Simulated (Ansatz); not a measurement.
Band structure of TiSi (Pnma, 8 atoms in the cell).

```xyz
8
Lattice="6.5891 0.0000 0.0000 0.0000 3.6746 0.0000 0.0000 0.0000 5.0524" Properties=species:S:1:pos:R:3 pbc="T T T"
Ti     4.4521     0.9186     1.8784
Ti     2.1370     2.7559     3.1740
Ti     5.4315     2.7559     4.4046
Ti     1.1576     0.9186     0.6478
Si     3.5840     0.9186     4.3218
Si     3.0051     2.7559     0.7306
Si     6.2996     2.7559     1.7956
Si     0.2895     0.9186     3.2568
```

Level of theory: LDA (PW92), PAW files made with PBE (plane waves; Ansatz, a program for electronic structure).

Settings: kpoints.mp_grid.grid = 3 5 4; hamiltonian.xc = lda; hamiltonian.pseudopotentials = {kind: paw} (an earlier, softer set of the program's PAW files); scf.occupations.method = gaussian; scf.occupations.width = 0.05 eV; kpoints.band_path.npoints = 8.

The starting cell comes from a database of computed structures (which also holds hypothetical and non-ambient phases and stackings), without a prior relaxation at this level. Its lattice was rescaled by a random factor within 2.5 % of one. Spin polarisation is off.

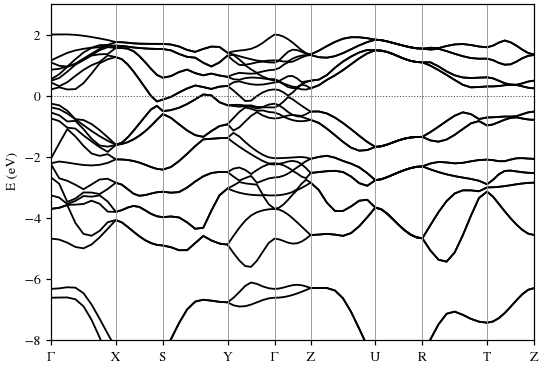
Fig. 1. Bands along the path, energies from the Fermi level.

Levels in eV from the Fermi level, bands 29 to 36:
```csv
point,29,30,31,32,33,34,35,36
Γ,-0.74,-0.55,-0.38,-0.26,0.21,0.43,0.49,0.54
X,-1.61,-1.61,-1.60,-1.60,1.27,1.27,1.57,1.57
S,-0.60,-0.60,-0.50,-0.50,-0.13,-0.13,0.59,0.59
Y,-0.93,-0.93,-0.31,-0.31,0.32,0.32,0.62,0.62
Z,-0.79,-0.79,-0.52,-0.52,0.24,0.24,0.49,0.49
U,-1.67,-1.67,-1.67,-1.67,1.49,1.49,1.49,1.49
R,-1.35,-1.35,-1.35,-1.35,1.09,1.09,1.09,1.09
T,-0.97,-0.97,-0.71,-0.71,0.30,0.30,0.60,0.60
```

Bands cross the Fermi level along this path, so the cell is metallic at this level.

Keys are those of Ansatz 0.2.
